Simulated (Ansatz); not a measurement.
# InH2+ (singlet): wave-function methods side by side at distance In1–H2 = 1.315 Å, def2-TZVPP

Aim: climb from Hartree-Fock through coupled cluster and multireference methods for InH2+ (singlet) at one geometry and basis, and see what each rung misses.

Program: Ansatz 0.2.0, Gaussian basis. Level of theory: def2-TZVPP, core rule «outside noble gas», up to 9 orbitals frozen. These are calculated values, not measurements.

To be run: UHF; CCSD(T) on RHF; BCCD(T) on RHF; CCSDT(Q) on RHF; CASSCF and NEVPT2, 2 electrons in 2 orbitals; Full CI.

31 further runs of the same task are left out: 12 for a known fault of the program, 1 for a mislabelled method, 14 that didn't finish, 4 set aside as unsound or not needed.

### 1 The geometry

The geometry derives from a PBE0/def2-TZVP stationary point (not a proven minimum). One bond is set to the value named and the two fragments are kept rigid. No spin-orbit coupling is included. Elements past krypton take def2 core potentials.

3 atoms, charge 1, spin multiplicity 1.

Atoms are counted from 1 here; the program's logs count them from 0.

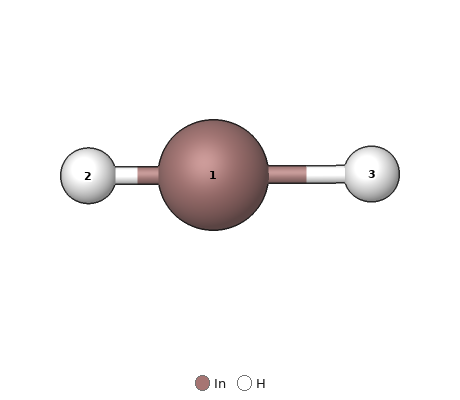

The structure; indium brown, hydrogen white; atoms are numbered from 1 in the order of the file.

In the tables R marks a restricted determinant and U an unrestricted one; 'pair' is the active space of 2 electrons in 2 orbitals; energies count from the table's Hartree-Fock row.

### 2 UHF

in.yaml

```yaml
crystal:
  periodic: [false, false, false]
  atoms:
    - {symbol: In, position_ang: [0.000000, 0.000000, 0.116800]}
    - {symbol: H, position_ang: [0.000000, 0.000000, 1.431800]}
    - {symbol: H, position_ang: [0.000000, 0.000000, -1.548600]}
basis:
  gaussian: {orbitals: def2-TZVPP}
total_charge: 1
magnetization: {spin_polarized: true, initial_magnetization: 0}
hamiltonian: {xc: hf}
output: {orbitals: {seedname: orbitals}}
```

Command:

```
$ ansatz run in.yaml --threads 1 --pin off --events-out ev --progress --plain --max-ram 2393MiB
```

Output:

```text
Functional definition: HF
  name "HF"
  cite "Fock, Z. Phys. 61, 126 (1930) doi:10.1007/BF01340294"
  parent pbe
  exchange = exact_x
  correlation = 0
662 factors; their error is unknown
mean field evaluation 1: about -5170.6755 eV, gradient 7.3e0 eV
mean field evaluation 2: about -5170.9729 eV, gradient 1.7e0 eV
mean field evaluation 4: about -5170.9957 eV, gradient 8.2e-2 eV
mean field evaluation 8: about -5171.1968 eV, gradient 7.2e-4 eV
mean field -5171.19682115 eV, -190.0379780143 hartree, gradient 1.9e-5 eV, S^2 0.000000; 0 other end points of the search recorded, 0 dependent functions left out
reference -5171.19682115 eV, -190.0379780143 hartree; 11, 11 occupied and 67, 67 virtual orbitals, 662 factors
Total energy: -5171.19682115 eV, -190.0379780143 hartree
```

Wall time 0.96 s (1 thread of Arm Neoverse V2, shared host).

From the report: ⟨S²⟩ of the determinant 0.000 (pure singlet: 0.00).

The unrestricted search falls back on the restricted solution.

### 3 CCSD(T) on RHF

Edit in.yaml of step 2 so:

```diff
@@ -9,4 +9,3 @@
 total_charge: 1
-magnetization: {spin_polarized: true, initial_magnetization: 0}
-hamiltonian: {xc: hf}
-output: {orbitals: {seedname: orbitals}}
+magnetization: {spin_polarized: false}
+correlation: {method: ccsd_t, electrons: outside_noble_gas}
```

The command is unchanged.

Output (excerpt; [...] marks lines left out):

```text
Functional definition: HF
  name "HF"
  cite "Fock, Z. Phys. 61, 126 (1930) doi:10.1007/BF01340294"
  parent pbe
[...]
640 factors; integrals over basis functions are off by at most 9.0e-4 eV
[...]
mean field -5171.19703982 eV, -190.0379860502 hartree, gradient 1.1e-6 eV, S^2 0.000000; 0 other end points of the search recorded, 0 dependent functions left out
9 core orbitals not correlated: weight in the atoms' cores, before any rotation towards them, 0.975 or more for the frozen orbitals, at most 0.018 for the correlated occupied ones
reference -5171.19703982 eV, -190.0379860502 hartree; 2, 2 occupied and 67, 67 virtual orbitals, 640 factors
second order -1.47307503 eV of doubles, -0.00000000 eV of singles
cycle   1  -1.72944091 eV  change   -2.6e-1 eV  update   4.0e-2
[...]
cycle   8  -1.84799974 eV  change   -1.1e-6 eV  update   2.9e-6
perturbative correction -0.01614203 eV, -0.0005932086 hartree
Total energy: -5173.06118159 eV, -190.1064919965 hartree
```

It took 1.1 s on 1 thread of Arm Neoverse V2, shared host.

From the report: correlation -1.8641 eV; T1 0.007; largest double amplitude 0.07.

### 4 BCCD(T) on RHF

Edit in.yaml of step 3 so:

```diff
@@ -10,2 +10,2 @@
 magnetization: {spin_polarized: false}
-correlation: {method: ccsd_t, electrons: outside_noble_gas}
+correlation: {method: bccd_t, electrons: outside_noble_gas}
```

The command is unchanged.

Output (excerpt; [...] marks lines left out):

```text
Functional definition: HF
  name "HF"
  cite "Fock, Z. Phys. 61, 126 (1930) doi:10.1007/BF01340294"
  parent pbe
[...]
640 factors; integrals over basis functions are off by at most 9.0e-4 eV
[...]
mean field -5171.19703982 eV, -190.0379860502 hartree, gradient 1.1e-6 eV, S^2 0.000000; 0 other end points of the search recorded, 0 dependent functions left out
9 core orbitals not correlated: weight in the atoms' cores, before any rotation towards them, 0.975 or more for the frozen orbitals, at most 0.018 for the correlated occupied ones
reference -5171.19703982 eV, -190.0379860502 hartree; 2, 2 occupied and 67, 67 virtual orbitals, 640 factors
second order -1.47307503 eV of doubles, -0.00000000 eV of singles
cycle   1  -1.73086953 eV  change   -2.6e-1 eV  update   4.0e-2
[...]
cycle   8  -1.84797819 eV  change   -8.0e-7 eV  update   2.9e-6
perturbative correction -0.01634339 eV, -0.0006006084 hartree
Total energy: -5173.06136140 eV, -190.1064986045 hartree
```

Run time: 1.3 s. Hardware: 1 thread of Arm Neoverse V2, shared host.

From the report: correlation -1.8643 eV; largest double amplitude 0.07.

### 5 CCSDT(Q) on RHF

Edit in.yaml of step 4 so:

```diff
@@ -10,2 +10,2 @@
 magnetization: {spin_polarized: false}
-correlation: {method: bccd_t, electrons: outside_noble_gas}
+correlation: {method: ccsdt_q, electrons: outside_noble_gas}
```

The command is unchanged.

Output (excerpt; [...] marks lines left out):

```text
Functional definition: HF
  name "HF"
  cite "Fock, Z. Phys. 61, 126 (1930) doi:10.1007/BF01340294"
  parent pbe
[...]
1157 factors; integrals over basis functions are off by at most 2.1e-7 eV
[...]
mean field -5171.19704118 eV, -190.0379861002 hartree, gradient 7.0e-7 eV, S^2 0.000000; 0 other end points of the search recorded, 0 dependent functions left out
9 core orbitals not correlated: weight in the atoms' cores, before any rotation towards them, 0.975 or more for the frozen orbitals, at most 0.018 for the correlated occupied ones
reference -5171.19704118 eV, -190.0379861002 hartree; 2, 2 occupied and 67, 67 virtual orbitals, 1157 factors
second order -1.47308259 eV of doubles, -0.00000000 eV of singles
cycle   1  -1.72943718 eV  change   -2.6e-1 eV  update   4.1e-2
[...]
cycle  10  -1.86880500 eV  change    3.1e-7 eV  update   3.7e-7
perturbative correction -0.00031259 eV, -0.0000114875 hartree
Total energy: -5173.06615877 eV, -190.1066749046 hartree
```

Run time: 6 s. Hardware: 1 thread of Arm Neoverse V2, shared host; peak memory 0.27 GiB.

From the report: correlation -1.8691 eV; T1 0.008; largest double amplitude 0.07.

### 6 CASSCF and NEVPT2, 2 electrons in 2 orbitals

Edit in.yaml of step 5 so:

```diff
@@ -9,3 +9,2 @@
 total_charge: 1
-magnetization: {spin_polarized: false}
-correlation: {method: ccsdt_q, electrons: outside_noble_gas}
+correlation: {method: sc_nevpt2, electrons: outside_noble_gas, active_space: {window: {electrons: 2, orbitals: 2}}}
```

The command is unchanged.

Output:

```text
Functional definition: HF
  name "HF"
  cite "Fock, Z. Phys. 61, 126 (1930) doi:10.1007/BF01340294"
  parent pbe
  exchange = exact_x
  correlation = 0
640 factors; integrals over basis functions are off by at most 9.0e-4 eV
mean field evaluation 1: about -5170.8780 eV, gradient 1.0e1 eV
mean field evaluation 2: about -5170.8784 eV, gradient 1.0e1 eV
mean field evaluation 4: about -5171.1955 eV, gradient 7.0e-1 eV
mean field evaluation 8: about -5171.1970 eV, gradient 9.5e-5 eV
mean field -5171.19703982 eV, -190.0379860502 hartree, gradient 1.1e-6 eV, S^2 0.000000; 0 other end points of the search recorded, 0 dependent functions left out
reference -5171.19703982 eV, -190.0379860502 hartree; 11, 11 occupied and 67, 67 virtual orbitals, 640 factors
state -5171.61729555 eV, -190.0534301633 hartree
state -5171.61729555 eV, -190.0534301633 hartree; corrected -5172.69769556 eV, -190.0931341314 hartree
Total energy: -5172.69769556 eV, -190.0931341314 hartree
```

It took 2.9 s on 1 thread of Arm Neoverse V2, shared host.

From the report: 4 determinants; active occupations 1.97, 0.03.

### 7 Full CI

Edit in.yaml of step 6 so:

```diff
@@ -9,2 +9,2 @@
 total_charge: 1
-correlation: {method: sc_nevpt2, electrons: outside_noble_gas, active_space: {window: {electrons: 2, orbitals: 2}}}
+correlation: {method: fci, electrons: outside_noble_gas}
```

The command is unchanged.

Output:

```text
Functional definition: HF
  name "HF"
  cite "Fock, Z. Phys. 61, 126 (1930) doi:10.1007/BF01340294"
  parent pbe
  exchange = exact_x
  correlation = 0
1157 factors; integrals over basis functions are off by at most 2.1e-7 eV
mean field evaluation 1: about -5170.8788 eV, gradient 1.0e1 eV
mean field evaluation 2: about -5170.8782 eV, gradient 1.0e1 eV
mean field evaluation 4: about -5171.1959 eV, gradient 7.0e-1 eV
mean field evaluation 8: about -5171.1970 eV, gradient 6.1e-5 eV
mean field -5171.19704118 eV, -190.0379861002 hartree, gradient 7.0e-7 eV, S^2 0.000000; 0 other end points of the search recorded, 0 dependent functions left out
9 core orbitals not correlated: weight in the atoms' cores, before any rotation towards them, 0.975 or more for the frozen orbitals, at most 0.018 for the correlated occupied ones
reference -5171.19704118 eV, -190.0379861002 hartree; 2, 2 occupied and 67, 67 virtual orbitals, 1157 factors
state -5173.06626788 eV, -190.1066789142 hartree
Total energy: -5173.06626788 eV, -190.1066789142 hartree
```

It took 9.5 s on 1 thread of Arm Neoverse V2, shared host; peak memory 0.31 GiB.

From the report: 1,414,692 determinants, symmetry A1.

### 8 How many determinants matter

Natural occupations of the FCI state about the gap (report; correlated orbitals 1 to 10): 1.963, 1.949, 0.031, 0.012, 0.012, 0.009, 0.006, 0.006, 0.004, 0.003. The count of effectively unpaired electrons, Σ n²(2 − n)², is 0.02; a single determinant of this spin has 0.

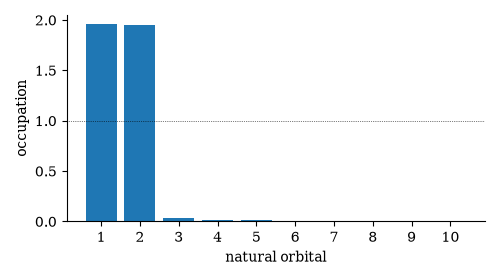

Natural occupations of the FCI state.

### 9 Misses and costs

The yardstick is full CI for this spin, exact in this basis with these frozen cores. Rows without a time come out of other runs: HF, MP2 and CCSD of CCSD(T), CCSDT of CCSDT(Q), CASSCF and MRCISD of the multireference runs.

Differences are taken before rounding.

```
     method  energy from the lowest RHF (kcal/mol)  from FCI (kcal/mol)   time
        RHF                                   0.00               +43.11       
       RMP2                                 -33.97                +9.14       
      RCCSD                                 -42.62                +0.49       
   RCCSD(T)                                 -42.99                +0.12  1.1 s
    BCCD(T)                                 -42.99                +0.11  1.3 s
     RCCSDT                                 -43.10                +0.01       
  RCCSDT(Q)                                 -43.10                 0.00    6 s
CASSCF pair                                  -9.69               +33.41       
NEVPT2 pair                                 -34.61                +8.50  2.9 s
        FCI                                 -43.11                    0  9.5 s
```

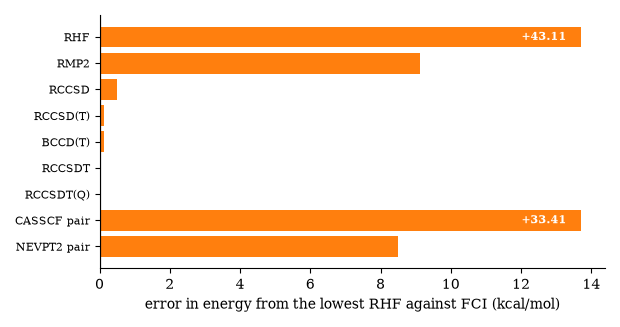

Error of each method against FCI. Bars with a number in them are cut short.

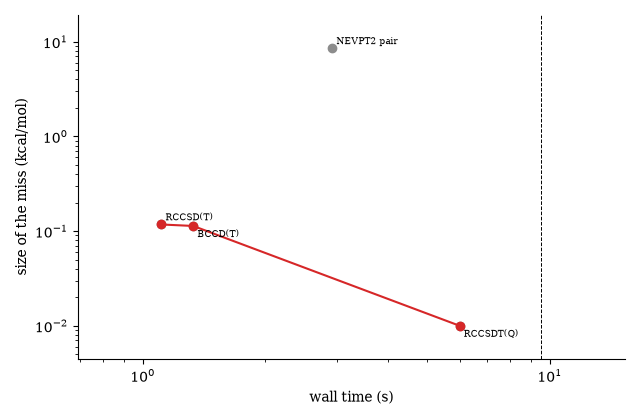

Accuracy for the time spent; red marks the levels that beat every quicker one drawn (of those quicker than the yardstick), and the dashed line is the time of FCI. Misses under 0.01 kcal/mol are drawn at that value. Times are from a shared host.

### 10 Outcome

| quantity | value |
| --- | --- |
| FCI below the RHF energy | -1.8692 eV |
| RMP2 from FCI | +9.14 kcal/mol |
| RCCSD from FCI | +0.49 kcal/mol |
| RCCSD(T) from FCI | +0.12 kcal/mol |
| RCCSDT(Q) from FCI | 0.00 kcal/mol |
| NEVPT2 pair from FCI | +8.50 kcal/mol |
| levels within 1 kcal/mol (43 meV) | RCCSD, RCCSD(T), BCCD(T), RCCSDT, RCCSDT(Q) |
| T1 diagnostic | 0.007 |
| effectively unpaired electrons | 0.02 |

In words: RCCSD(T) misses by +0.12 kcal/mol, 0.3 % of the correlation energy. One determinant dominates. These misses are within one basis, not against nature.

For cost: RCCSDT(Q) gets within 0.00 kcal/mol in 6 s, where FCI took 9.5 s; the quickest level in the cost chart, RCCSD(T), takes 1.1 s and misses by 0.12 kcal/mol.
